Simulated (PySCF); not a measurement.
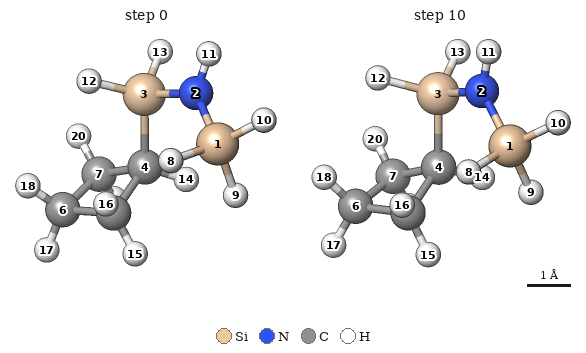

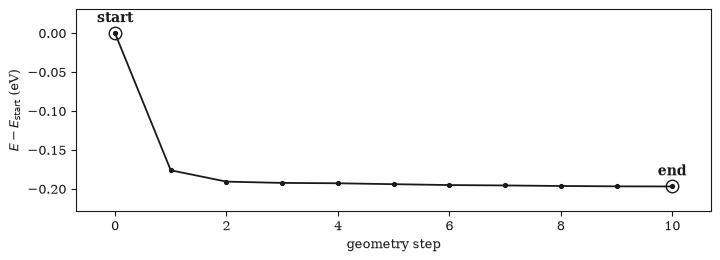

First and last geometry of a relaxation of C4H13NSi2, with the history of the run. A ball-and-stick model, seen from a free direction.

The start comes from GFN2-xTB. Its atoms were then displaced at random by about 0.01 Å.

All numbers below come from PBE0-D3(BJ)/def2-SVP geometry optimisation, gas phase in PySCF 2.14.0, density-fitted response routines. 

> What do the curves and the structures tell?

It converged. The largest move after the best rigid fit is that of an H atom, 0.40 Å. Largest moves by element: H 0.40 Å, N 0.20 Å, C 0.11 Å, Si 0.10 Å. Among the contacts that change: H–Si 1.437 → 1.495 Å, H–Si 1.458 → 1.498 Å, C–H 1.082 → 1.100 Å, H–N 1.001 → 1.017 Å. Bond angles that change, for instance: Si–C–H 113.2° → 108.4°, C–C–H 110.8° → 115.4°, H–Si–H 109.9° → 106.5°. The energy falls by 0.197 eV in 10 geometry steps. The run took 2.5 min on 1 thread of Arm Neoverse V2, on a shared host.
